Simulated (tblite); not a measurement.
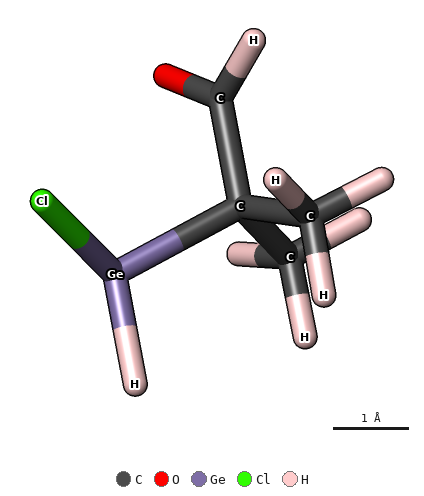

Figure 1. The starting structure (stick view, seen at a tilt). Sticks mark near contacts. Bond lengths as drawn: Cl–Ge 2.17 Å, C–C 1.51 to 1.55 Å, C–Ge 1.97 Å, C–H 1.08 to 1.12 Å, C–O 1.22 Å and Ge–H 1.55 Å.

Geometry relaxation, with input and output: C4H8ClGeO (part 1 of 4)

The run: geometry relaxation of C4H8ClGeO, multiplicity 2. Method and program: GFN2-xTB geometry optimisation, gas phase (tblite 0.8.0).

It belongs to a series of runs on one base structure; here: H removed from Ge.

## Input file
```
{"job": {"kind": "relax", "xc": "GFN2-xTB", "basis": "xTB"}, "charge": 0, "multiplicity": 2}
C      0.439700    -1.531600    -0.040000
C     -0.099900    -0.083800    -0.128200
C      1.079900     0.896200     0.038300
C     -0.792700     0.142800    -1.448000
O     -1.757800    -0.545000    -1.750300
Ge    -1.377700     0.209800     1.335900
Cl    -2.188900     2.215400     1.207000
H      0.959800    -1.694900     0.931000
H     -0.400700    -2.259500    -0.113100
H      1.141900    -1.729800    -0.862000
H      0.700800     1.945800    -0.019700
H      1.573600     0.753300     1.015300
H      1.814100     0.750700    -0.763000
H     -0.439200     0.902400    -2.126600
H     -0.657400     0.036200     2.701600
```

The first line tells a small driver script what to run in tblite; the rest is the geometry in Å.

Launch command:
```bash
OMP_NUM_THREADS=1 python <driver script> task.json out
```

## Output
```
step      E/eV     max force
  0    -630.56556    2.786
  1    -630.76356    1.874
  2    -630.89266    1.104
  3    -630.95107    0.785
  4    -631.00102    0.421
  5    -631.01950    0.303
  6    -631.02839    0.230
  7    -631.03358    0.235
  8    -631.03968    0.226
  9    -631.04645    0.299
 10    -631.05389    0.297
 11    -631.06009    0.206
 12    -631.06449    0.156
 13    -631.06731    0.166
 14    -631.06954    0.141
 15    -631.07149    0.107
 16    -631.07302    0.132
 17    -631.07429    0.108
 18    -631.07543    0.091
 19    -631.07655    0.081
 20    -631.07769    0.093
 21    -631.07909    0.110
 22    -631.08109    0.127
 23    -631.08345    0.118
 24    -631.08516    0.073
 25    -631.08616    0.062
 26    -631.08701    0.060
 27    -631.08803    0.076
 28    -631.08954    0.091
 29    -631.09152    0.082
 30    -631.09355    0.085
 31    -631.09544    0.097
 32    -631.09721    0.102
 33    -631.09878    0.108
 34    -631.10013    0.084
 35    -631.10130    0.071
 36    -631.10220    0.065
 37    -631.10273    0.073
 38    -631.10324    0.060
 39    -631.10361    0.038
 40    -631.10394    0.038
 41    -631.10427    0.043
 42    -631.10473    0.049
 43    -631.10537    0.057
 44    -631.10638    0.079
 45    -631.10776    0.086
 46    -631.10928    0.093
 47    -631.11053    0.089
 48    -631.11143    0.068
 49    -631.11210    0.059
 50    -631.11248    0.042
 51    -631.11267    0.071
 52    -631.11284    0.027
 53    -631.11303    0.031
 54    -631.11321    0.056
 55    -631.11346    0.063
 56    -631.11372    0.046
 57    -631.11403    0.049
 58    -631.11437    0.059
 59    -631.11466    0.053
 60    -631.11487    0.041
 61    -631.11506    0.035
 62    -631.11527    0.040
 63    -631.11543    0.032
 64    -631.11552    0.023
 65    -631.11556    0.014
 66    -631.11560    0.014
 67    -631.11565    0.019
 68    -631.11573    0.030
 69    -631.11583    0.034
 70    -631.11596    0.032
 71    -631.11610    0.027
 72    -631.11621    0.025
 73    -631.11629    0.019
 74    -631.11634    0.014
 75    -631.11638    0.015
 76    -631.11640    0.013
 77    -631.11642    0.011
 78    -631.11643    0.009
```

## Trajectory as extended XYZ (Å, eV, eV/Å), 54 of the 79 frames kept, from step=0 to step=78
```
15
Properties=species:S:1:pos:R:3:forces:R:3 step=0 energy=-630.56556
C     0.4397   -1.5316   -0.0400   -0.4770  -0.2330   0.2370
C    -0.0999   -0.0838   -0.1282    2.2670   0.1960  -1.6070
C     1.0799    0.8962    0.0383   -0.3730   0.5020   0.0990
C    -0.7927    0.1428   -1.4480   -1.2400  -1.7620   0.8100
O    -1.7578   -0.5450   -1.7503    0.7490   0.7050   0.2080
Ge   -1.3777    0.2098    1.3359   -2.2900  -0.2780   0.3590
Cl   -2.1889    2.2154    1.2070    0.3400  -0.0480   0.0930
H     0.9598   -1.6949    0.9310   -0.3520   0.1590  -0.6490
H    -0.4007   -2.2595   -0.1131    0.5770   0.4980   0.0060
H     1.1419   -1.7298   -0.8620   -0.2030   0.0850   0.3100
H     0.7008    1.9458   -0.0197    0.3490  -0.7050   0.0780
H     1.5736    0.7533    1.0153   -0.1950   0.0690  -0.4300
H     1.8141    0.7507   -0.7630   -0.1110   0.0140   0.2390
H    -0.4392    0.9024   -2.1266    0.3720   0.5360  -0.1780
H    -0.6574    0.0362    2.7016    0.5870   0.2620   0.4250
15
Properties=species:S:1:pos:R:3:forces:R:3 step=1 energy=-630.76356
C     0.4329   -1.5349   -0.0366    0.0690   0.1450  -0.0720
C    -0.0675   -0.0810   -0.1512    0.9540  -0.1630  -0.6970
C     1.0746    0.9034    0.0397    0.1390   0.1040  -0.1430
C    -0.8104    0.1176   -1.4364    1.5090   0.7800   0.4960
O    -1.7471   -0.5349   -1.7473   -1.5460  -1.0060  -0.3340
Ge   -1.4104    0.2058    1.3411   -1.6510  -0.4010   0.0290
Cl   -2.1840    2.2147    1.2083    0.2720   0.0450   0.1060
H     0.9547   -1.6927    0.9217   -0.2320   0.1050  -0.3570
H    -0.3924   -2.2524   -0.1130    0.1680   0.2480  -0.0150
H     1.1390   -1.7286   -0.8576   -0.1610  -0.0240   0.2890
H     0.7058    1.9357   -0.0186    0.1320  -0.2310   0.0420
H     1.5708    0.7543    1.0092   -0.1690   0.0470  -0.2750
H     1.8125    0.7510   -0.7596   -0.0420   0.1050   0.2350
H    -0.4339    0.9101   -2.1291    0.0760  -0.0260   0.3490
H    -0.6490    0.0399    2.7077    0.4810   0.2740   0.3460
15
Properties=species:S:1:pos:R:3:forces:R:3 step=3 energy=-630.95107
C     0.4343   -1.5290   -0.0391    0.1090   0.0550  -0.1310
C    -0.0182   -0.0887   -0.1909   -0.4180  -0.1190  -0.0110
C     1.0808    0.9086    0.0348    0.0910  -0.1210  -0.1150
C    -0.7972    0.1102   -1.4263    0.0340   0.0130  -0.3940
O    -1.7650   -0.5438   -1.7444    0.1320   0.0860   0.3060
Ge   -1.4957    0.1858    1.3438   -0.6500  -0.4020  -0.1800
Cl   -2.1701    2.2169    1.2139    0.1550   0.1170   0.1140
H     0.9439   -1.6873    0.9054    0.0360   0.0580   0.1640
H    -0.3842   -2.2395   -0.1142   -0.1320   0.1030  -0.0650
H     1.1327   -1.7305   -0.8448    0.2130  -0.2210  -0.0950
H     0.7120    1.9254   -0.0167   -0.0670   0.1790  -0.0230
H     1.5630    0.7564    0.9962    0.0030  -0.0330   0.0980
H     1.8128    0.7563   -0.7495    0.3820   0.1420  -0.1070
H    -0.4287    0.9131   -2.1152   -0.0870  -0.0990   0.3340
H    -0.6248    0.0540    2.7250    0.1980   0.2410   0.1050
15
Properties=species:S:1:pos:R:3:forces:R:3 step=4 energy=-631.00102
C     0.4386   -1.5248   -0.0443   -0.0110  -0.1670   0.0050
C    -0.0123   -0.0957   -0.2065   -0.2710   0.1540   0.1020
C     1.0864    0.9066    0.0294   -0.1680  -0.0080  -0.0600
C    -0.7933    0.1064   -1.4356    0.1600  -0.0030   0.1170
O    -1.7655   -0.5430   -1.7330   -0.2040  -0.1020   0.0540
Ge   -1.5488    0.1658    1.3393   -0.2340  -0.2490  -0.1200
Cl   -2.1599    2.2214    1.2196    0.1150   0.0510   0.0960
H     0.9409   -1.6834    0.9041    0.0470   0.0760   0.1690
H    -0.3853   -2.2315   -0.1166   -0.0970   0.0860  -0.0790
H     1.1366   -1.7380   -0.8427    0.2900  -0.2320  -0.1770
H     0.7122    1.9272   -0.0167   -0.0180   0.0220  -0.0410
H     1.5601    0.7563    0.9942    0.0090  -0.0640   0.1140
H     1.8245    0.7628   -0.7487    0.3810   0.1190  -0.1330
H    -0.4294    0.9111   -2.0994   -0.0230   0.1320   0.0070
H    -0.6093    0.0669    2.7350    0.0240   0.1850  -0.0550
15
Properties=species:S:1:pos:R:3:forces:R:3 step=6 energy=-631.02839
C     0.4434   -1.5274   -0.0485    0.0330  -0.0900   0.0040
C    -0.0120   -0.0966   -0.2150    0.0670   0.0000   0.0900
C     1.0870    0.9054    0.0225    0.0090   0.0380  -0.0060
C    -0.7900    0.1003   -1.4369   -0.0960   0.0330   0.1440
O    -1.7721   -0.5447   -1.7217   -0.0870  -0.0230  -0.0130
Ge   -1.6017    0.1407    1.3317    0.0810  -0.0170  -0.0240
Cl   -2.1462    2.2255    1.2286    0.0810  -0.0700   0.0680
H     0.9393   -1.6765    0.9087   -0.0070   0.0550   0.0510
H    -0.3905   -2.2221   -0.1224   -0.0410   0.0240  -0.0720
H     1.1504   -1.7537   -0.8458    0.1090  -0.1360   0.0130
H     0.7121    1.9282   -0.0188    0.0030  -0.0480  -0.0530
H     1.5563    0.7534    0.9949   -0.0640  -0.0450  -0.0230
H     1.8471    0.7737   -0.7503    0.0940   0.0950   0.0620
H    -0.4308    0.9165   -2.0883   -0.0630   0.0820  -0.0730
H    -0.5968    0.0852    2.7395   -0.1190   0.1040  -0.1670
15
Properties=species:S:1:pos:R:3:forces:R:3 step=7 energy=-631.03358
C     0.4455   -1.5302   -0.0495    0.0450  -0.0240  -0.0060
C    -0.0118   -0.0967   -0.2134    0.1180  -0.0620  -0.0130
C     1.0874    0.9058    0.0208    0.0570   0.0120   0.0050
C    -0.7920    0.0999   -1.4342   -0.1190   0.0600   0.0740
O    -1.7751   -0.5453   -1.7194   -0.0120   0.0280   0.0150
Ge   -1.6094    0.1351    1.3292    0.1250   0.0230  -0.0010
Cl   -2.1415    2.2248    1.2321    0.0710  -0.0870   0.0580
H     0.9391   -1.6738    0.9115   -0.0310   0.0270  -0.0010
H    -0.3931   -2.2199   -0.1255    0.0000   0.0140  -0.0580
H     1.1563   -1.7606   -0.8466    0.0320  -0.0920   0.0900
H     0.7119    1.9277   -0.0206   -0.0020  -0.0330  -0.0470
H     1.5540    0.7516    0.9948   -0.0630  -0.0260  -0.0350
H     1.8545    0.7784   -0.7494    0.0140   0.0750   0.1020
H    -0.4328    0.9197   -2.0879   -0.0990   0.0010  -0.0110
H    -0.5975    0.0916    2.7361   -0.1350   0.0840  -0.1730
15
Properties=species:S:1:pos:R:3:forces:R:3 step=9 energy=-631.04645
C     0.4521   -1.5379   -0.0515    0.0060   0.1050  -0.0190
C    -0.0068   -0.1000   -0.2108    0.1240  -0.0880  -0.2570
C     1.0904    0.9066    0.0179    0.0490  -0.0460   0.0140
C    -0.8027    0.1046   -1.4236   -0.0190   0.0270  -0.1030
O    -1.7829   -0.5448   -1.7134    0.0590   0.0920   0.1070
Ge   -1.6103    0.1259    1.3237    0.1280   0.0290   0.0070
Cl   -2.1272    2.2168    1.2435    0.0430  -0.0560   0.0340
H     0.9369   -1.6670    0.9182   -0.0710  -0.0550  -0.0720
H    -0.3981   -2.2147   -0.1358    0.0920  -0.0070  -0.0110
H     1.1717   -1.7815   -0.8422   -0.0720   0.0000   0.1750
H     0.7109    1.9251   -0.0278   -0.0220   0.0130  -0.0120
H     1.5459    0.7461    0.9942   -0.0140   0.0280   0.0270
H     1.8716    0.7929   -0.7414   -0.0600   0.0000   0.0890
H    -0.4453    0.9257   -2.0876   -0.1450  -0.0920   0.1360
H    -0.6106    0.1103    2.7147   -0.1000   0.0490  -0.1160
15
Properties=species:S:1:pos:R:3:forces:R:3 step=10 energy=-631.05389
C     0.4558   -1.5409   -0.0528   -0.0240   0.1150  -0.0170
C     0.0001   -0.1036   -0.2155    0.0790  -0.0380  -0.2840
C     1.0927    0.9064    0.0167    0.0150  -0.0440   0.0130
C    -0.8093    0.1086   -1.4178    0.0670  -0.0340  -0.1620
O    -1.7878   -0.5428   -1.7077    0.0170   0.0730   0.1350
Ge   -1.6055    0.1213    1.3205    0.0870   0.0030  -0.0280
Cl   -2.1171    2.2100    1.2517    0.0230  -0.0100   0.0200
H     0.9336   -1.6641    0.9208   -0.0750  -0.0870  -0.0590
H    -0.3986   -2.2117   -0.1428    0.1030  -0.0280   0.0130
H     1.1799   -1.7950   -0.8350   -0.0620   0.0320   0.1450
H     0.7098    1.9231   -0.0329   -0.0320   0.0240   0.0130
H     1.5404    0.7431    0.9947    0.0110   0.0510   0.0730
H     1.8811    0.8021   -0.7340   -0.0370  -0.0430   0.0370
H    -0.4570    0.9279   -2.0849   -0.1290  -0.0440   0.1490
H    -0.6225    0.1235    2.6972   -0.0430   0.0310  -0.0480
15
Properties=species:S:1:pos:R:3:forces:R:3 step=12 energy=-631.06449
C     0.4595   -1.5408   -0.0555   -0.0250  -0.0020   0.0060
C     0.0166   -0.1095   -0.2370    0.0080   0.0440  -0.0700
C     1.0963    0.9055    0.0152   -0.0050   0.0160   0.0060
C    -0.8135    0.1103   -1.4164    0.0770  -0.0910  -0.1000
O    -1.7972   -0.5384   -1.6928   -0.0860  -0.0180   0.0850
Ge   -1.6025    0.1127    1.3132    0.0230  -0.0110  -0.1030
Cl   -2.1006    2.2009    1.2647   -0.0090   0.0460  -0.0030
H     0.9247   -1.6639    0.9216   -0.0520  -0.0710   0.0360
H    -0.3944   -2.2081   -0.1522    0.0270  -0.0630   0.0140
H     1.1900   -1.8129   -0.8187    0.0470   0.0290   0.0020
H     0.7070    1.9204   -0.0389   -0.0310   0.0050   0.0320
H     1.5324    0.7418    0.9986   -0.0020   0.0520   0.0730
H     1.8945    0.8131   -0.7223    0.0430  -0.0650  -0.0330
H    -0.4789    0.9323   -2.0744   -0.0590   0.1330   0.0010
H    -0.6382    0.1447    2.6728    0.0460  -0.0020   0.0530
15
Properties=species:S:1:pos:R:3:forces:R:3 step=13 energy=-631.06731
C     0.4598   -1.5399   -0.0562    0.0000  -0.0570   0.0130
C     0.0222   -0.1104   -0.2463    0.0020   0.0280   0.0300
C     1.0975    0.9055    0.0149    0.0110   0.0310   0.0000
C    -0.8123    0.1079   -1.4195    0.0180  -0.0510  -0.0430
O    -1.8014   -0.5374   -1.6862   -0.0740  -0.0330   0.0460
Ge   -1.6040    0.1096    1.3089    0.0190   0.0100  -0.1010
Cl   -2.0965    2.2001    1.2679   -0.0160   0.0430  -0.0110
H     0.9207   -1.6658    0.9220   -0.0420  -0.0460   0.0620
H    -0.3921   -2.2085   -0.1540   -0.0060  -0.0620   0.0000
H     1.1930   -1.8163   -0.8138    0.0760   0.0180  -0.0320
H     0.7056    1.9199   -0.0394   -0.0190  -0.0070   0.0240
H     1.5303    0.7430    1.0012   -0.0230   0.0420   0.0360
H     1.8986    0.8140   -0.7199    0.0500  -0.0490  -0.0230
H    -0.4859    0.9362   -2.0705   -0.0480   0.1480  -0.0580
H    -0.6399    0.1502    2.6690    0.0520  -0.0150   0.0560
15
Properties=species:S:1:pos:R:3:forces:R:3 step=15 energy=-631.07149
C     0.4611   -1.5420   -0.0567    0.0380  -0.0700   0.0030
C     0.0292   -0.1114   -0.2567    0.0010  -0.0380   0.0710
C     1.1005    0.9065    0.0144    0.0200   0.0000  -0.0130
C    -0.8112    0.1038   -1.4264   -0.0600   0.0690   0.0550
O    -1.8097   -0.5370   -1.6743    0.0230  -0.0050  -0.0140
Ge   -1.6012    0.1073    1.2971    0.0080   0.0480  -0.0530
Cl   -2.0918    2.2007    1.2716   -0.0200   0.0260  -0.0270
H     0.9125   -1.6713    0.9263   -0.0350  -0.0090   0.0430
H    -0.3893   -2.2131   -0.1569   -0.0070  -0.0290  -0.0270
H     1.2015   -1.8201   -0.8080    0.0570   0.0100  -0.0110
H     0.7024    1.9191   -0.0391    0.0120  -0.0170  -0.0070
H     1.5257    0.7473    1.0067   -0.0420   0.0260  -0.0300
H     1.9066    0.8128   -0.7170    0.0210  -0.0090   0.0270
H    -0.5001    0.9488   -2.0684   -0.0640   0.0340  -0.0540
H    -0.6408    0.1566    2.6654    0.0470  -0.0370   0.0380
15
Properties=species:S:1:pos:R:3:forces:R:3 step=16 energy=-631.07302
C     0.4623   -1.5448   -0.0565    0.0310  -0.0310  -0.0070
C     0.0305   -0.1122   -0.2576    0.0040  -0.0470   0.0300
C     1.1018    0.9069    0.0142    0.0040  -0.0260  -0.0160
C    -0.8122    0.1042   -1.4278   -0.0530   0.0920   0.0780
O    -1.8121   -0.5370   -1.6706    0.0520   0.0110  -0.0260
Ge   -1.5963    0.1088    1.2911   -0.0070   0.0490  -0.0210
Cl   -2.0914    2.2017    1.2719   -0.0180   0.0230  -0.0330
H     0.9087   -1.6741    0.9295   -0.0330  -0.0030   0.0150
H    -0.3885   -2.2163   -0.1585    0.0140  -0.0100  -0.0370
H     1.2061   -1.8207   -0.8065    0.0340   0.0080   0.0180
H     0.7013    1.9186   -0.0390    0.0230  -0.0170  -0.0230
H     1.5233    0.7497    1.0085   -0.0330   0.0180  -0.0370
H     1.9098    0.8115   -0.7156    0.0070   0.0040   0.0420
H    -0.5071    0.9546   -2.0697   -0.0680  -0.0300  -0.0120
H    -0.6407    0.1572    2.6647    0.0440  -0.0400   0.0280
```
